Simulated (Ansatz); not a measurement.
```xyz
4

C    -1.2685    0.3035    0.2966
F     0.3913    2.2264   -0.8510
S    -0.1150    1.2554    0.4710
H    -1.9971   -0.0638   -0.4052
```

Geometry: B3LYP-D4/def2-TZVP.

Method: isolated molecule in a Gaussian basis; Kohn-Sham density functional theory, functional PBE0 (Ansatz 0.2.0).

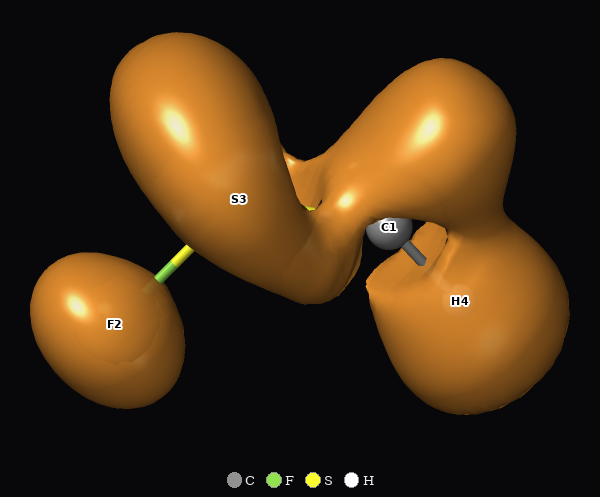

CHFS (SMILES C#SF). Isosurface of the ELF at 0.75 (orange), seen at a tilt. Only the valence region is drawn (cores and ρ < 0.01 e/Å³ removed).

> Where are the electrons localised?

The surface consists of one region wrapped around F (its lone pairs, merged into a ring or cap) and one joined region spread over several atoms (C, H, S), in which their bonds and any lone pairs are merged. Profiles from the grid: C–S (1.51 Å): the ELF peaks at about 0.85 between the atoms, as expected for a covalent bond. S–F (1.72 Å): the ELF peaks at about 0.80 in the valence shell of F, 0.5 Å from its nucleus, and is about 0.60 at the midpoint.
